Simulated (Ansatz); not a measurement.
Ga2Si3 (space group R-3m, No. 166): coordinates from a relaxation with Ansatz, DFT r2SCAN, scalar-relativistic, plane waves, PAW; the starting structure was generated, so it need not be a known form of this composition.

```cif
data_structure
_symmetry_space_group_name_H-M 'R-3m:H'
_symmetry_Int_Tables_number 166
_cell_length_a 3.6742
_cell_length_b 3.6742
_cell_length_c 22.5439
_cell_angle_alpha 90.000
_cell_angle_beta 90.000
_cell_angle_gamma 120.000
_cell_volume 263.57
loop_
_atom_site_label
_atom_site_type_symbol
_atom_site_symmetry_multiplicity
_atom_site_Wyckoff_symbol
_atom_site_fract_x
_atom_site_fract_y
_atom_site_fract_z
_atom_site_occupancy
Ga1 Ga 6 c 0.33333 0.66667 0.06430 1
Si1 Si 3 a 0.00000 0.00000 0.00000 1
Si2 Si 6 c 0.00000 0.00000 0.19154 1
```

Describe how the polyhedra about Ga are linked (bonds: Ga–Si below 3.1 Å).

Ga: GaSi6 octahedron, sharing edges with nine neighbours and corners with three neighbours.

They form layers of corner- and edge-sharing octahedra parallel to (001).

Centre to centre across a shared edge: 3.59 to 3.67 Å; across a shared corner: 5.14 Å.

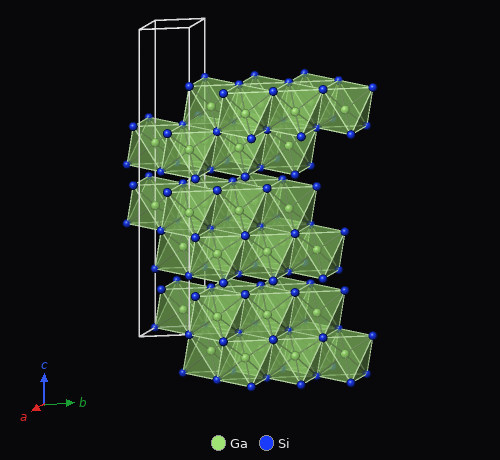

Polyhedra are drawn about Ga (bonds: Ga–Si below 3.1 Å); other atoms are plain spheres.
